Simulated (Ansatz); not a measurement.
The figure comes from a scan of AlN (wurtzite): one N atom of a 4-atom cell moves by s along Cartesian x, with its periodic images. Method: PBE (plane waves to 420 eV, PAW, scalar-relativistic; Ansatz, a first-principles code). k mesh 10×10×6 (Γ-centred), Fermi-Dirac smearing 0.05 eV. F∥ is the force on the atom along that direction. AlN was relaxed with its symmetry unable to fall. 

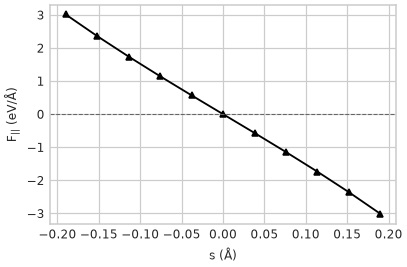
Figure: F∥ (eV/Å) against s (Å); computed points joined by lines.

Q: Read the plotted values off the figure, to the accuracy that the plot allows.

A: To the nearest 0.1:

```csv
s (Å),F∥ (eV/Å)
-0.190,3.0
-0.152,2.4
-0.114,1.7
-0.076,1.1
-0.038,0.6
0.000,0.0
0.038,-0.6
0.076,-1.1
0.114,-1.7
0.152,-2.4
0.190,-3.0
```

(A displaced cell: forces are minus the slopes of the energy, force constants its curvatures, and phonons follow from these.)
